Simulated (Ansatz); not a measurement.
# C2H5GaSSi: what the fields show

Input

```
crystal:
  periodic: [false, false, false]
  atoms:
    - {symbol: Si, position_ang: [-1.401576, -0.753606, -0.570674]}
    - {symbol: C, position_ang: [0.123922, 0.070908, 0.043272]}
    - {symbol: C, position_ang: [0.700587, -0.095447, 1.250939]}
    - {symbol: S, position_ang: [2.185074, 0.831685, 1.594090]}
    - {symbol: Ga, position_ang: [1.497686, 1.352677, -0.507833]}
    - {symbol: H, position_ang: [-2.444818, 0.251844, -0.914938]}
    - {symbol: H, position_ang: [-1.119418, -1.534415, -1.806973]}
    - {symbol: H, position_ang: [-1.945604, -1.674813, 0.466186]}
    - {symbol: H, position_ang: [0.335389, -0.752677, 2.041854]}
    - {symbol: H, position_ang: [2.068766, 2.303834, -1.595923]}
basis:
  gaussian: {orbitals: def2-TZVPP}
hamiltonian: {xc: pbe0, dispersion: d4}
output: {orbitals: {seedname: orbitals}}
```

Launched as:

```sh
ansatz run in.yaml --threads 4 --pin off --events-out ev --progress --plain --max-ram 10444MiB
```

Geometry: PBE0-D4/def2-TZVP.

These are results of Ansatz 0.2.0, RKS PBE0-D4/def2-TZVPP, not measurements.

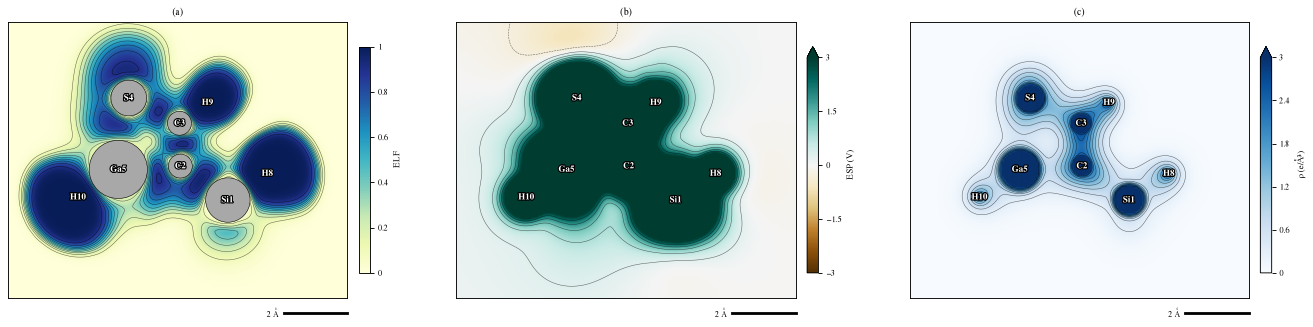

Figure 1. (a) ELF; (b) molecular electrostatic potential; (c) total electron density on the plane of atoms C2, C3 and H9. Grey discs cover the atomic cores in the ELF map.

Interpret the plot.

The plane passes through Si, C, S, Ga and H nuclei.
C–C (1.35 Å): the density is about 2.3 e/Å³ at the midpoint; the ELF peaks at about 0.90 between the atoms, as expected for localised, covalent bonding.
C–S (1.78 Å): ρ at the midpoint is about 1.3 e/Å³; the ELF peaks at about 0.90 between the atoms; a shared electron pair.
C–Si (1.84 Å): ρ at the midpoint is about 0.99 e/Å³; the ELF peaks at about 0.95 between the atoms, as expected for a covalent bond.
C–Ga (1.96 Å): the density is about 0.76 e/Å³ at the midpoint; the ELF peaks at about 0.85 in the valence shell of C, 0.7 Å from its nucleus, and is about 0.50 at the midpoint.
Ga–S (2.27 Å): ρ is about 0.61 e/Å³ halfway; the ELF peaks at about 0.85 in the valence shell of S, 0.9 Å from its nucleus, and is about 0.65 at the midpoint.
The ELF also peaks beside S4, away from the bonds: lone-pair regions.
Outside the dense part of the molecule the potential is most negative (−0.7 V) near S4.

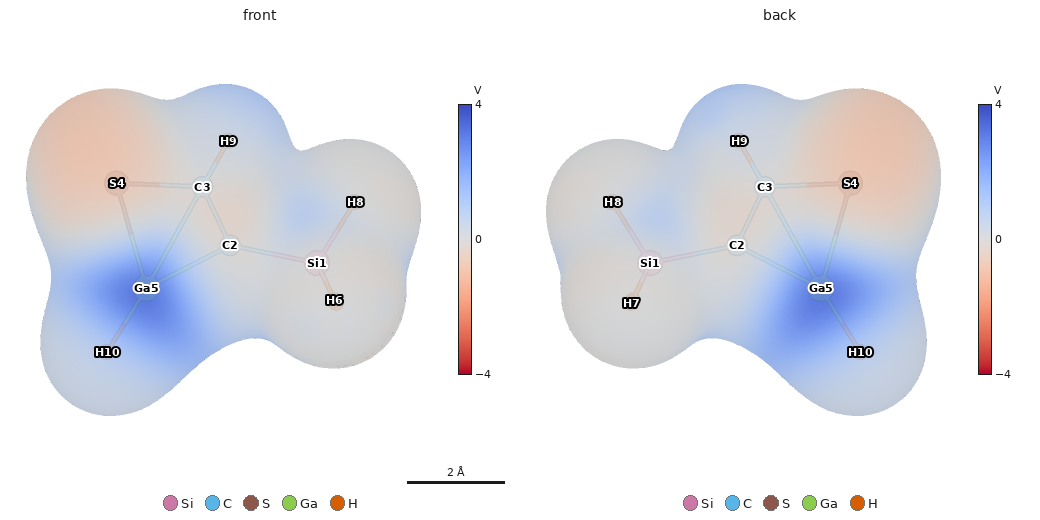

Figure 2. The molecular electrostatic potential painted on the density surface at 0.002 e/bohr³, seen from the front and from behind; red is negative and blue positive.

Describe the electrostatic potential map.

The most negative region (about −0.8 V) lies over S4, the most positive (about +3.0 V) over Ga5.

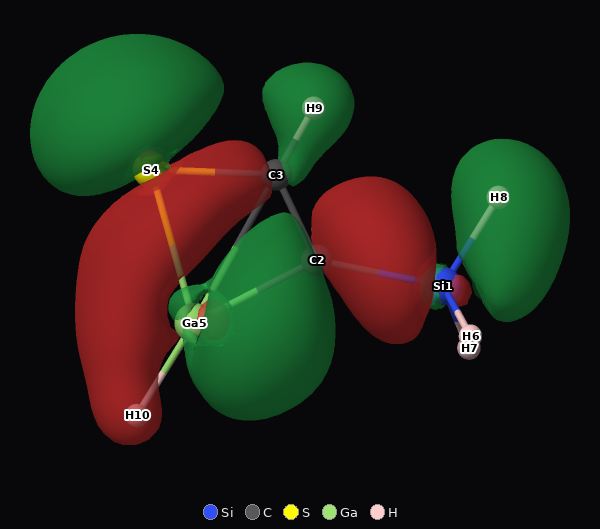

Figure 3. The HOMO−1 at ±0.06 Å⁻³ᐟ² (green and red are the two phases), seen at a tilt.

What is the character of this orbital?

By Hirshfeld shares it lies mainly on S4 (about 35 %), C2 (about 25 %), Ga5 (about 15 %) and Si1 (about 10 %). Its energy is −7.61 eV.

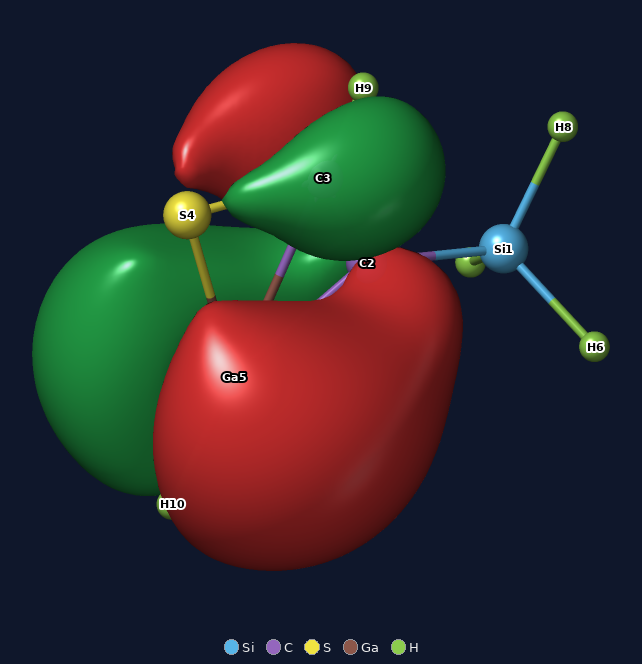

Figure 4. The LUMO at ±0.08 Å⁻³ᐟ² (green and red are the two phases), seen at a tilt.

What is the character of this orbital?

Its weight (Hirshfeld) is mainly on Ga5 (about 60 %), C3 (about 15 %), C2 (about 10 %) and S4 (about 5 %). Its energy is −2.07 eV.
